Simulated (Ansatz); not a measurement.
# B3LYP/6-31G(d) (Cartesian functions) run of CH2F2 (difluoromethane)

Aim: the energy change on altering one bond length of CH2F2 (difluoromethane) at B3LYP/6-31G* (Cartesian functions), from 2 runs. 

Program for the calculation: Ansatz 0.2.0.

55 further runs of the same task are left out: 55 set aside as unsound or not needed.

### Step 1. The structure to begin with

The species is CH2F2 (5 atoms), meant as a singlet with charge 0. As SMILES, `FCF`. The coordinates come from a PBE0-D4/def2-TZVP relaxation.

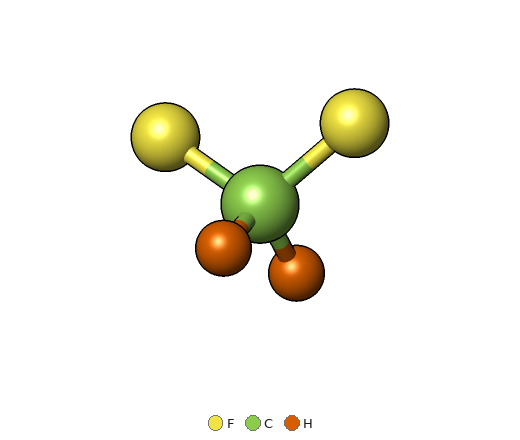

The structure, seen from a chosen angle (fluorine yellow, carbon green, hydrogen orange).

### Step 2. The energy at B3LYP/6-31G(d) (Cartesian functions)

File run.yaml:

```yaml
crystal:
  periodic: [false, false, false]
  atoms:
    - {symbol: F, position_ang: [-1.073300, 0.191200, 0.698300]}
    - {symbol: C, position_ang: [0.010100, -0.016900, -0.082300]}
    - {symbol: F, position_ang: [1.090500, -0.179200, 0.713200]}
    - {symbol: H, position_ang: [-0.142700, -0.932900, -0.659500]}
    - {symbol: H, position_ang: [0.165300, 0.864200, -0.711100]}
basis:
  gaussian:
    orbitals: "6-31G*"
hamiltonian:
  xc: {name: B3LYP}
accuracy: high
output: {orbitals: {seedname: orbitals}}
```

Run with:

```
$ ansatz run run.yaml --threads 1 --pin off --max-ram 3480MiB --events-out events.jsonl --progress --plain --runs-dir runs
```

The log of the run:

```text
Warning: RAYON_NUM_THREADS=1 ignored (pool sized by the plan → 1); use --threads N
Functional definition: B3LYP
  name "B3LYP"
  parameter a0 = 0.2
  parameter ax = 0.72
  parameter ac = 0.81
  exchange = (1 - a0 - ax)*slater_x + ax*b88_x + a0*exact_x
  correlation = (1 - ac)*vwn_rpa_c + ac*lyp_c
1029 factors; integrals over basis functions are off by at most 3.3e-9 eV
mean field evaluation 1: about -6501.7012 eV, gradient 2.7e1 eV
mean field evaluation 2: about -6501.3426 eV, gradient 3.3e1 eV
mean field evaluation 4: about -6502.7885 eV, gradient 8.9e-1 eV
mean field evaluation 8: about -6502.7863 eV, gradient 2.1e-3 eV
mean field evaluation 16: about -6502.7863 eV, gradient 4.7e-8 eV
mean field -6502.78630825 eV, -238.9729890812 hartree, gradient 4.7e-8 eV, S^2 0.000000; 0 other end points of the search recorded, 0 dependent functions left out
reference -6502.78632956 eV, -238.9729898644 hartree; 13, 13 occupied and 36, 36 virtual orbitals, 1029 factors
Total energy: -6502.78632956 eV, -238.9729898644 hartree
```

It took 1.9 s on 1 thread of Arm Neoverse V1, shared host; peak memory 0.12 GiB.

### Step 3. The distorted shape at the same level

File job.yaml:

```yaml
crystal:
  periodic: [false, false, false]
  atoms:
    - symbol: F
      position_ang: [-1.259544, -0.866143, 1.452876]
    - symbol: C
      position_ang: [-0.176144, -1.074243, 0.672276]
    - symbol: F
      position_ang: [0.904256, -1.236543, 1.467776]
    - symbol: H
      position_ang: [-0.328944, -1.990243, 0.095076]
    - symbol: H
      position_ang: [0.165300, 0.864200, -0.711100]
basis:
  gaussian: {orbitals: "6-31G*"}
accuracy: high
output: {orbitals: {seedname: orbitals}}
hamiltonian: {xc: {name: B3LYP}}
total_charge: 0
```

Run with:

```
$ ansatz run job.yaml --threads 1 --pin off --max-ram 3480MiB --events-out events.jsonl --progress --plain --runs-dir runs
```

The log of the run, shortened:

```text
Warning: RAYON_NUM_THREADS=1 ignored (pool sized by the plan → 1); use --threads N
[... 7 set-up lines as earlier in the session ...]
1025 factors; integrals over basis functions are off by at most 3.0e-9 eV
mean field evaluation 1: about -6497.3175 eV, gradient 2.6e1 eV
mean field evaluation 2: about -6495.9635 eV, gradient 3.9e1 eV
mean field evaluation 4: about -6498.1545 eV, gradient 4.1e0 eV
mean field evaluation 8: about -6498.2272 eV, gradient 8.7e-2 eV
mean field evaluation 16: about -6498.2273 eV, gradient 2.7e-6 eV
mean field -6498.22729300 eV, -238.8054483609 hartree, gradient 7.9e-8 eV, S^2 0.000000; 0 other end points of the search recorded, 0 dependent functions left out
reference -6498.22731672 eV, -238.8054492326 hartree; 13, 13 occupied and 36, 36 virtual orbitals, 1025 factors
Total energy: -6498.22731672 eV, -238.8054492326 hartree
```

Run time: 1.9 s. Hardware: 1 thread of Arm Neoverse V1, shared host; peak memory 0.12 GiB.

### Step 4. Summary of results

At B3LYP/6-31G* (Cartesian functions):

| quantity | value |
| --- | --- |
| first shape: total energy | -238.97299 Eh |
| first shape: HOMO energy | -9.16 eV |
| first shape: LUMO energy | 2.94 eV |
| first shape: HOMO–LUMO gap | 12.10 eV |
| distorted shape: total energy | -238.80545 Eh |
| distorted shape: HOMO energy | -7.05 eV |
| distorted shape: LUMO energy | -3.44 eV |
| distorted shape: HOMO–LUMO gap | 3.61 eV |
| energy change with the C2–H5 bond stretched from 1.094 to 2.406 Å | 4.559 eV |

What this shows: One bond (distorted shape) is far stretched, which a spin-restricted single reference describes badly; a broken-symmetry solution may lie lower. With the C2–H5 bond stretched from 1.094 to 2.406 Å the energy rises by 4.56 eV (105 kcal/mol). The first shape isn't relaxed at this level, so the change isn't measured from a minimum. A restricted reference can't describe the breaking bond well at this length.
